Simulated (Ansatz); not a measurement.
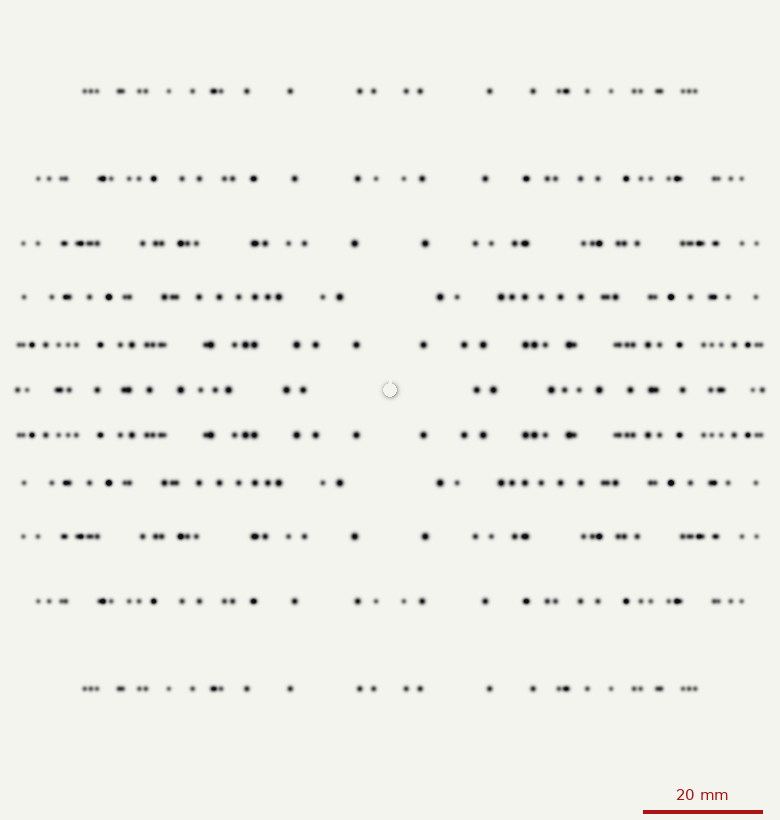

Simulated X-ray rotation photograph: Mo Kα radiation (λ = 0.7107 Å), cylindrical film of radius 57.3 mm unrolled, rotation axis vertical and normal to the beam, kinematic intensities without Lorentz or polarisation factors, the film spanning ±63° about the beam; spots down to d = 0.67 Å.

Q: Measure the layer lines and find the identity period along the axis.

A: The first layer line lies 7.6 mm from the equator, so tan ν = 0.133, sin ν = 0.132 and the period is λ/sin ν = 5.38 Å. Further lines follow at 15.7, 24.8, 35.7, 50.5 mm.

The crystal is RuF₂, space group P-3m1 (No. 164), a = 3.220 Å, c = 4.306 Å (hexagonal axes). Structure: the geometry relaxed with Ansatz 0.2.0, DFT PBEsol, scalar-relativistic, plane waves, PAW; the starting structure was generated, so it need not be a known form of this composition.

Q: About which axis was it rotated?

A: About [101] (or an equivalent direction), whose length in the conventional cell is 5.376 Å. The period alone comes close to that of [210] as well.
